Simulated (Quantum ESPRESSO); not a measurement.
# Magnetic state of CrBr2 from several starts, part 2 of 2

Does CrBr2 prefer parallel or opposed moments, or none?

Quantum ESPRESSO 7.5; LDA; plane waves with GBRV 1.5 LDA potentials, no spin-orbit coupling.

So far, absolute magnetization (μB): step 2 (run 1 (ferro +)) 4.17.

**3. Run 2, typed as antiferro q=(0,1/2,0) +−**

This order needs a doubled cell of 6 atoms. The wavevector q is in fractions of the reciprocal vectors of the crystal's primitive cell, as the cells of these inputs are built from it; moments change sign between cells as cos(2π q·R).

The input, pw.in:

```
&CONTROL
  calculation = 'scf'
  prefix = 'pwscf'
  outdir = './tmp'
  pseudo_dir = './pseudo'
  disk_io = 'nowf'
/
&SYSTEM
  ibrav = 0
  celldm(1) = 8
  nat = 6
  ntyp = 3
  ecutwfc = 40
  ecutrho = 280
  nbnd = 38
  occupations = 'smearing'
  smearing = 'fd'
  degauss = 0.00367493
  nspin = 2
  starting_magnetization(1) = 0.2143
  starting_magnetization(2) = -0.2143
  starting_magnetization(3) = 0
/
&ELECTRONS
  conv_thr = 1.2d-08
  electron_maxstep = 150
  mixing_beta = 0.3
/
ATOMIC_SPECIES
Cr1    51.9961 cr_lda_v1.5.uspp.F.UPF
Cr2    51.9961 cr_lda_v1.5.uspp.F.UPF
Br     79.9040 br_lda_v1.4.uspp.F.UPF
CELL_PARAMETERS alat
   0.8845498546720   -0.4325240586408    0.0000000000000
   1.7690997093441    0.8650481172817    0.0000000000000
  -0.1716927205632    0.0000000000000    1.5273583845774
ATOMIC_POSITIONS crystal
Cr1     0.0000000000    0.0000000000    0.0000000000
Cr2     0.0000000000    0.5000000000    0.0000000000
Br      0.6457740000    0.3228870000    0.2332280000
Br      0.6457740000    0.8228870000    0.2332280000
Br      0.3542260000    0.1771130000    0.7667720000
Br      0.3542260000    0.6771130000    0.7667720000
K_POINTS automatic
6 3 6 0 0 0
```

Command:

```
> OMP_NUM_THREADS=1 mpirun -n 4 pw.x -nk 4 -in pw.in > pw.out
```

The log of the run:

```text
[banner, memory and clock lines left out]
Program PWSCF v.7.5 starts

     Message from routine setup:
     using ibrav=0 with symmetry is DISCOURAGED, use correct ibrav instead

     bravais-lattice index     =            0
     lattice parameter (alat)  =       8.0000  a.u.
     unit-cell volume          =    1196.7502 (a.u.)^3
     number of atoms/cell      =            6
     number of atomic types    =            3
     number of electrons       =        56.00
     number of Kohn-Sham states=           38
     kinetic-energy cutoff     =      40.0000  Ry
     charge density cutoff     =     280.0000  Ry
     scf convergence threshold =      1.2E-08
     mixing beta               =       0.3000
     number of iterations used =            8  plain     mixing
     Exchange-correlation=  SLA  PZ   NOGX NOGC
                           (   1   1   0   0   0   0   0)

     celldm(1)=   8.000000  celldm(2)=   0.000000  celldm(3)=   0.000000
     celldm(4)=   0.000000  celldm(5)=   0.000000  celldm(6)=   0.000000

     crystal axes: (cart. coord. in units of alat)
               a(1) = (   0.884550  -0.432524   0.000000 )
               a(2) = (   1.769100   0.865048   0.000000 )
               a(3) = (  -0.171693   0.000000   1.527358 )

     reciprocal axes: (cart. coord. in units 2 pi/alat)
               b(1) = (  0.565259 -1.156005  0.063542 )
               b(2) = (  0.282630  0.578003  0.031771 )
               b(3) = ( -0.000000  0.000000  0.654725 )

     PseudoPot. # 1 for Cr read from file:
     cr_lda_v1.5.uspp.F.UPF
     Pseudo is Ultrasoft + core correction, Zval = 14.0

     PseudoPot. # 2 for Cr read from file:
     cr_lda_v1.5.uspp.F.UPF
     Pseudo is Ultrasoft + core correction, Zval = 14.0

     PseudoPot. # 3 for Br read from file:
     br_lda_v1.4.uspp.F.UPF
     Pseudo is Ultrasoft + core correction, Zval =  7.0

     atomic species   valence    mass     pseudopotential
     Cr1              14.00    51.99610     Cr( 1.00)
     Cr2              14.00    51.99610     Cr( 1.00)
     Br                7.00    79.90400     Br( 1.00)

     Starting magnetic structure
     atomic species   magnetization
     Cr1             0.214
     Cr2            -0.214
     Br              0.000

      2 Sym. Ops., with inversion, found

   Cartesian axes

     site n.     atom                  positions (alat units)
         1        Cr1    tau(   1) = (   0.0000000   0.0000000   0.0000000  )
         2        Cr2    tau(   2) = (   0.8845499   0.4325241   0.0000000  )
         3        Br     tau(   3) = (   1.1023950   0.0000000   0.3562227  )
         4        Br     tau(   4) = (   1.9869449   0.4325241   0.3562227  )
         5        Br     tau(   5) = (   0.4950119   0.0000000   1.1711356  )
         6        Br     tau(   6) = (   1.3795618   0.4325241   1.1711356  )

     number of k points=    56  Fermi-Dirac smearing, width (Ry)=  0.0037
                       cart. coord. in units 2pi/alat
        k(    1) = (   0.0000000   0.0000000   0.0000000), wk =   0.0092593
        k(    2) = (   0.0000000   0.0000000   0.1091209), wk =   0.0185185
        k(    3) = (   0.0000000   0.0000000   0.2182417), wk =   0.0185185
        k(    4) = (   0.0000000   0.0000000  -0.3273626), wk =   0.0092593
        k(    5) = (   0.0942099   0.1926675   0.0105903), wk =   0.0185185
        [... 51 further k-points ...]

     Dense  grid:    94655 G-vectors     FFT dimensions: (  45,  90,  72)

     Smooth grid:    40901 G-vectors     FFT dimensions: (  32,  64,  50)

     Check: negative core charge=   -0.000002
     Generating pointlists ...
     new r_m :   0.2480 (alat units)  1.9839 (a.u.) for type    1
     new r_m :   0.2480 (alat units)  1.9839 (a.u.) for type    2
     new r_m :   0.2480 (alat units)  1.9839 (a.u.) for type    3

     Initial potential from superposition of free atoms

     starting charge      53.9999, renormalised to      56.0000

     negative rho (up, down):  1.001E-03 1.001E-03
     Starting wfcs are   36 randomized atomic wfcs +    2 random wfcs

     Self-consistent Calculation

     iteration #  1     ecut=    40.00 Ry     beta= 0.30
     Davidson diagonalization with overlap
     ethr =  1.00E-02,  avg # of iterations =  4.5

     Threshold (ethr) on eigenvalues was too large:
     Diagonalizing with lowered threshold

     Davidson diagonalization with overlap
     ethr =  5.92E-04,  avg # of iterations =  2.1

     negative rho (up, down):  9.302E-04 9.300E-04

     total energy              =    -537.31772213 Ry
     estimated scf accuracy    <       0.37964471 Ry

     total magnetization       =     0.00 Bohr mag/cell
     absolute magnetization    =     7.69 Bohr mag/cell

     iteration #  2     ecut=    40.00 Ry     beta= 0.30
     Davidson diagonalization with overlap
     ethr =  6.78E-04,  avg # of iterations =  2.0

     negative rho (up, down):  1.269E-03 1.269E-03

     total energy              =    -537.35024882 Ry
     estimated scf accuracy    <       0.06789377 Ry

     total magnetization       =     0.00 Bohr mag/cell
     absolute magnetization    =     7.89 Bohr mag/cell

     [... further iterations left out ...]

     iteration # 10     ecut=    40.00 Ry     beta= 0.30
     Davidson diagonalization with overlap
     ethr =  4.20E-10,  avg # of iterations =  3.9

     negative rho (up, down):  4.170E-03 4.170E-03

     total energy              =    -537.36962268 Ry
     estimated scf accuracy    <       0.00000007 Ry

     total magnetization       =    -0.00 Bohr mag/cell
     absolute magnetization    =     8.17 Bohr mag/cell

     iteration # 11     ecut=    40.00 Ry     beta= 0.30
     Davidson diagonalization with overlap
     ethr =  1.21E-10,  avg # of iterations =  2.0

     negative rho (up, down):  4.170E-03 4.170E-03

     Magnetic moment per site  (integrated on atomic sphere of radius R)
     atom   1 (R=0.248)  charge= 12.1088  magn=  3.4462
     atom   2 (R=0.248)  charge= 12.1087  magn= -3.4462
     atom   3 (R=0.248)  charge=  4.8273  magn= -0.0164
     atom   4 (R=0.248)  charge=  4.8273  magn=  0.0164
     atom   5 (R=0.248)  charge=  4.8273  magn=  0.0164
     atom   6 (R=0.248)  charge=  4.8273  magn= -0.0164

     End of self-consistent calculation

     Number of k-points >= 100: set verbosity='high' to print the bands.

     the Fermi energy is     4.5579 ev

!    total energy              =    -537.36962245 Ry
     estimated scf accuracy    <          6.1E-09 Ry
     smearing contrib. (-TS)   =      -0.00005503 Ry
     internal energy E=F+TS    =    -537.36956742 Ry

     The total energy is F=E-TS. E is the sum of the following terms:
     one-electron contribution =    -348.54724485 Ry
     hartree contribution      =     188.77303231 Ry
     xc contribution           =    -147.78915528 Ry
     ewald contribution        =    -229.80619960 Ry

     total magnetization       =     0.00 Bohr mag/cell
     absolute magnetization    =     8.17 Bohr mag/cell

     convergence has been achieved in  11 iterations
```

Run time: 94 s. Hardware: 4 MPI ranks of Arm Neoverse V2, shared host; peak memory 1.1 GiB; 6.3 min of CPU time.

Spin moment in the atom's sphere by atom:

```
atom  spin moment in the atom's sphere (μB)
 Cr1                                   3.45
 Cr2                                  -3.45
 Br3                                  -0.02
 Br4                                   0.02
 Br5                                   0.02
 Br6                                  -0.02
```

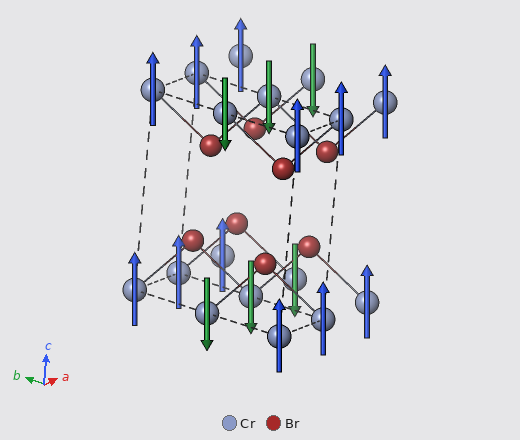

Spin moment in the atom's sphere as arrows, the longest 3.45 μB. Up and down stand for the sign. Arrows give size and sign along the axis of quantisation, drawn up and down the page. The two directions have two colours. Bonds to atoms that aren't drawn are left out. 2×1×1 cells are drawn. Some periodic images of atoms are drawn too.

Numbers from this step:

* smearing term TS: 7.49e-4 eV
* magnetization: 0 μB
* absolute magnetization: 8.174 μB
* final state: antiferromagnetic

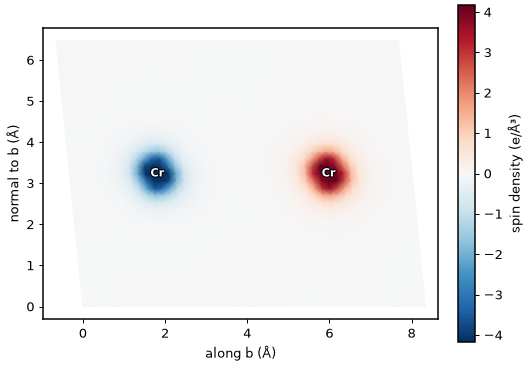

Spin density in the bc plane at fractional x = 0.000, with atoms of Cr within 0.2 Å of it. The map starts off the cell's origin, so that atoms lie inside it.

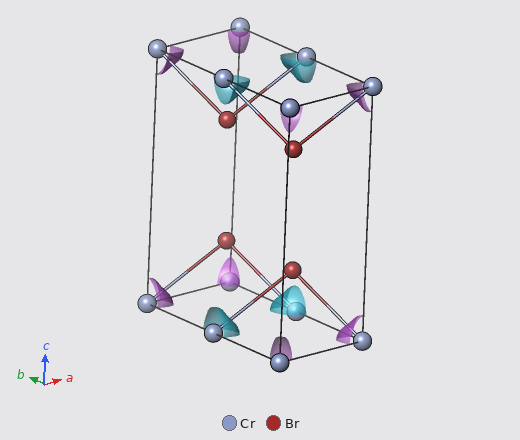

Surfaces of spin density = ±0.93 e/Å³, which hold about 50 % of the integral of its size. The two colours are the two signs. Bonds to atoms that aren't drawn are left out.

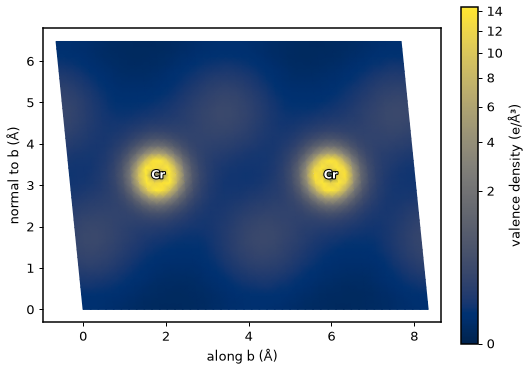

Valence density in the bc plane at fractional x = 0.000, with atoms of Cr within 0.2 Å of it. It is the smooth field of the valence electrons, not physical close to the nuclei. The map starts off the cell's origin, so that atoms lie inside it. The colour scale is stretched toward low values.

**4. Run 3 (antiferro q=(1/2,1/2,0) +−)**

This order needs a doubled cell of 6 atoms.

The input, pw.in:

```
&CONTROL
  calculation = 'scf'
  prefix = 'pwscf'
  outdir = './tmp'
  pseudo_dir = './pseudo'
  disk_io = 'nowf'
/
&SYSTEM
  ibrav = 0
  celldm(1) = 8
  nat = 6
  ntyp = 3
  ecutwfc = 40
  ecutrho = 280
  nbnd = 38
  occupations = 'smearing'
  smearing = 'fd'
  degauss = 0.00367493
  nspin = 2
  starting_magnetization(1) = 0.2143
  starting_magnetization(2) = -0.2143
  starting_magnetization(3) = 0
/
&ELECTRONS
  conv_thr = 1.2d-08
  electron_maxstep = 150
  mixing_beta = 0.3
/
ATOMIC_SPECIES
Cr1    51.9961 cr_lda_v1.5.uspp.F.UPF
Cr2    51.9961 cr_lda_v1.5.uspp.F.UPF
Br     79.9040 br_lda_v1.4.uspp.F.UPF
CELL_PARAMETERS alat
   1.7690997093441   -0.8650481172817    0.0000000000000
   1.7690997093441    0.0000000000000    0.0000000000000
  -0.1716927205632    0.0000000000000    1.5273583845774
ATOMIC_POSITIONS crystal
Cr1     0.0000000000    0.0000000000    0.0000000000
Cr2     0.5000000000    0.0000000000    0.0000000000
Br      0.0000000000    0.6457740000    0.2332280000
Br      0.5000000000    0.6457740000    0.2332280000
Br      0.0000000000    0.3542260000    0.7667720000
Br      0.5000000000    0.3542260000    0.7667720000
K_POINTS automatic
3 6 6 0 0 0
```

The log of the run:

```text
     [... lines left out ...]
Program PWSCF v.7.5 starts
     [... lines left out ...]
     number of atoms/cell      =            6
     [... lines left out ...]
     number of electrons       =        56.00
     number of Kohn-Sham states=           38
     kinetic-energy cutoff     =      40.0000  Ry
     charge density cutoff     =     280.0000  Ry
     scf convergence threshold =      1.2E-08
     [... lines left out ...]
      4 Sym. Ops., with inversion, found
     [... lines left out ...]
     number of k points=    40  Fermi-Dirac smearing, width (Ry)=  0.0037
     [... lines left out ...]
     iteration # 11     ecut=    40.00 Ry     beta= 0.30
     [... lines left out ...]
     Magnetic moment per site  (integrated on atomic sphere of radius R)
     atom   1 (R=0.248)  charge= 12.1095  magn=  3.4647
     atom   2 (R=0.248)  charge= 12.1095  magn= -3.4647
     atom   3 (R=0.248)  charge=  4.8271  magn=  0.0443
     atom   4 (R=0.248)  charge=  4.8271  magn= -0.0443
     atom   5 (R=0.248)  charge=  4.8271  magn=  0.0443
     atom   6 (R=0.248)  charge=  4.8271  magn= -0.0443
     [... lines left out ...]
     the Fermi energy is     4.5355 ev
!    total energy              =    -537.36801950 Ry
     estimated scf accuracy    <          4.5E-09 Ry
     smearing contrib. (-TS)   =      -0.00002869 Ry
     [... lines left out ...]
     total magnetization       =     0.00 Bohr mag/cell
     absolute magnetization    =     8.21 Bohr mag/cell
     convergence has been achieved in  11 iterations
```

Wall time 1.8 min (4 MPI ranks); peak memory 1.1 GiB; 7.1 min of CPU time.

Spin moment in the atom's sphere by atom:

```
atom  spin moment in the atom's sphere (μB)
 Cr1                                   3.46
 Cr2                                  -3.46
 Br3                                   0.04
 Br4                                  -0.04
 Br5                                   0.04
 Br6                                  -0.04
```

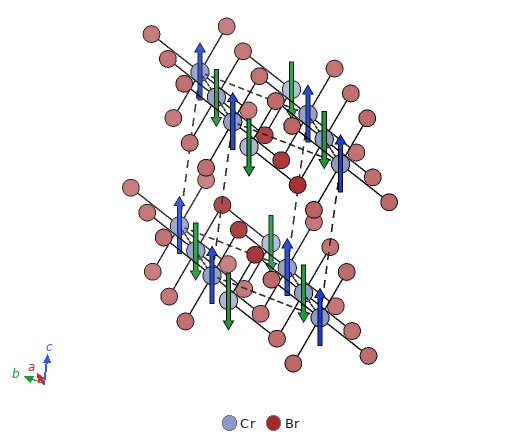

Spin moment in the atom's sphere as arrows, the longest 3.46 μB. Up and down stand for the sign. Arrows give size and sign along the axis of quantisation, drawn up and down the page. The two directions have two colours. Some periodic images of atoms are drawn too.

Read from the output:

```
smearing term TS       : 3.90e-4 eV
magnetization          : 0 μB
absolute magnetization : 8.21 μB
final state            : antiferromagnetic
```

**5. Run 4, typed as no spin polarisation**

The input, pw.in:

```
&CONTROL
  calculation = 'scf'
  prefix = 'pwscf'
  outdir = './tmp'
  pseudo_dir = './pseudo'
  disk_io = 'nowf'
/
&SYSTEM
  ibrav = 0
  celldm(1) = 8
  nat = 3
  ntyp = 2
  ecutwfc = 40
  ecutrho = 280
  nbnd = 21
  occupations = 'smearing'
  smearing = 'fd'
  degauss = 0.00367493
/
&ELECTRONS
  conv_thr = 6d-09
  electron_maxstep = 150
  mixing_beta = 0.3
/
ATOMIC_SPECIES
Cr     51.9961 cr_lda_v1.5.uspp.F.UPF
Br     79.9040 br_lda_v1.4.uspp.F.UPF
CELL_PARAMETERS alat
   0.8845498546720   -0.4325240586408    0.0000000000000
   0.8845498546720    0.4325240586408    0.0000000000000
  -0.1716927205632    0.0000000000000    1.5273583845774
ATOMIC_POSITIONS crystal
Cr      0.0000000000    0.0000000000    0.0000000000
Br      0.6457740000    0.6457740000    0.2332280000
Br      0.3542260000    0.3542260000    0.7667720000
K_POINTS automatic
6 6 6 0 0 0
```

The log of the run:

```text
     [... lines left out ...]
Program PWSCF v.7.5 starts
     [... lines left out ...]
     number of atoms/cell      =            3
     [... lines left out ...]
     number of electrons       =        28.00
     number of Kohn-Sham states=           21
     kinetic-energy cutoff     =      40.0000  Ry
     charge density cutoff     =     280.0000  Ry
     scf convergence threshold =      6.0E-09
     [... lines left out ...]
      4 Sym. Ops., with inversion, found
     [... lines left out ...]
     number of k points=    68  Fermi-Dirac smearing, width (Ry)=  0.0037
     [... lines left out ...]
     iteration # 12     ecut=    40.00 Ry     beta= 0.30
     [... lines left out ...]
     the Fermi energy is     4.7416 ev
!    total energy              =    -268.53671825 Ry
     estimated scf accuracy    <          1.3E-09 Ry
     smearing contrib. (-TS)   =      -0.00770045 Ry
     [... lines left out ...]
     convergence has been achieved in  12 iterations
```

The job ended after 14 s (4 MPI ranks; peak memory 0.45 GiB).

Numbers from this step:

| Item | Value |
| --- | --- |
| smearing term TS | 0.1048 eV |
| final state | non-magnetic (no spin polarisation) |

**6. Energies of the orders**

An order is kept where moments of 0.15 μB or more survive with the typed signs; meshes match where a doubled cell samples the same k points as the first cell.

Orders:

```
                     start        final state  typed order kept  energy over the lowest (meV a seeded atom)  largest site moment (μB)  net moment (μB a cell of the first run)  mesh matched  CPU time (s)
                   ferro +      ferromagnetic               yes                                       30.79                     3.489                                        4           yes           106
  antiferro q=(0,1/2,0) +-  antiferromagnetic               yes                                           0                     3.446                                        0           yes         375.6
antiferro q=(1/2,1/2,0) +-  antiferromagnetic               yes                                        10.9                     3.465                                        0           yes         425.1
      no spin polarisation       non-magnetic                 -                                        2015                         0                                        0           yes         57.54
```

**7. Energy mapping**

E = −Σ J e·e over ordered pairs of unit vectors, so each pair counts twice. As many shells are taken as there are differences of energy, so the couplings are solved for and no residual tests the model; further shells are folded in, and shells whose pairs keep their relative signs in all orders cancel and are not probed. Couplings from the energies:

```
 pair  distance (Å)  neighbours an atom  J (meV)
Cr-Cr         3.662                   2   -5.212
Cr-Cr         4.168                   4   -2.486
```

**8. Outcome**

```
lowest state found                                                     : antiferromagnetic (from antiferro q=(0,1/2,0) +-)
largest site moment                                                    : 3.45 μB
next state with moments                                                : antiferromagnetic, 10.9 meV a seeded atom higher
state without moments                                                  : 2015 meV a seeded atom higher
J of the weightiest shell (Cr-Cr, 3.66 Å; E = −Σ J e·e, ordered pairs) : -5.21 meV
```

**Reading.** Forming the moments gains more than four times the spread of the orders, as local moments do. The largest moment changes by 1.2 % between the kept orders, as for well localised moments. This is the lowest of 4 collinear or spinless starts, no proof of the ground state. No Hubbard term acts here. In such compounds local and semilocal functionals without one often delocalise the d electrons, and can shrink or lose moments and miss the size, sign and order of the couplings.

[Logs and program files are shortened in this print: banners, set-up blocks, solver, clock and traceback lines can be left out without a mark of their own.]

[Logs are printed without paths, hosts, clocks, repeated set-up lines and the standing remarks that a program may print on its own settings, such as how far it seeks lower states.]

[Hosts, paths, dates, database ids (printed as entryN), source tags and the programs' standing remarks are cut or masked in the printed files.]

[Where a cell is said to come from a database of computed structures, the database is the Materials Project.]
